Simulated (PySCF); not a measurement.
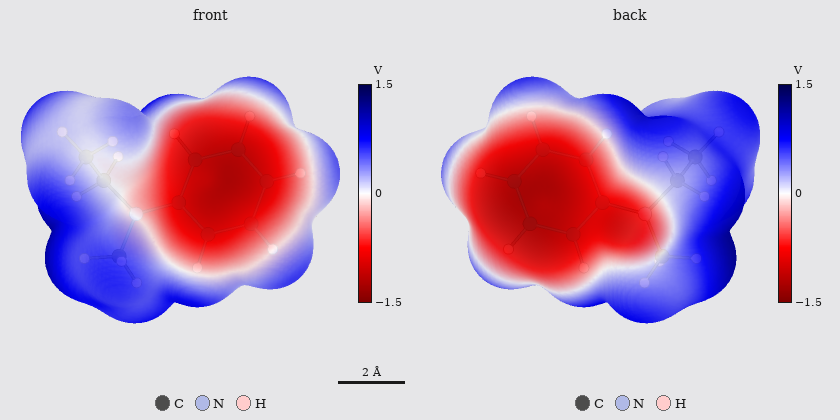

Figure. C₉H₁₃N (SMILES CCN(C)c1ccccc1). The electrostatic potential painted on the density surface at 0.002 e/bohr³, seen from the front and from behind; the colour scale runs from red (negative) to blue (positive).

Geometry: GFN2-xTB.

Method: B97-2/pcSseg-1, SCF density, in a chloroform solvent model, non-relativistic in PySCF.

```xyz
23

C     2.4406   -0.7075    0.7953
C     1.7997   -0.7894   -0.5926
N     0.7659    0.1979   -0.8030
C     1.2161    1.5180   -1.1795
C    -0.4827    0.0533   -0.2325
C    -0.9005   -1.1487    0.3557
C    -2.1719   -1.2880    0.8751
C    -3.0759   -0.2410    0.8388
C    -2.6794    0.9539    0.2653
C    -1.4111    1.1039   -0.2593
H     3.1976   -1.4795    0.9063
H     1.6860   -0.8414    1.5666
H     2.9099    0.2632    0.9385
H     2.5664   -0.6381   -1.3582
H     1.3816   -1.7852   -0.7541
H     1.1789    2.2257   -0.3431
H     0.6047    1.9101   -1.9957
H     2.2438    1.4580   -1.5310
H    -0.2354   -1.9948    0.4170
H    -2.4556   -2.2312    1.3205
H    -4.0672   -0.3539    1.2505
H    -3.3657    1.7882    0.2259
H    -1.1507    2.0537   -0.6964
```

### Describe the electrostatic potential map.

The most negative region (about −1.3 V) lies over the π face of the C atoms, the most positive (about +1.2 V) over H14 and H18.
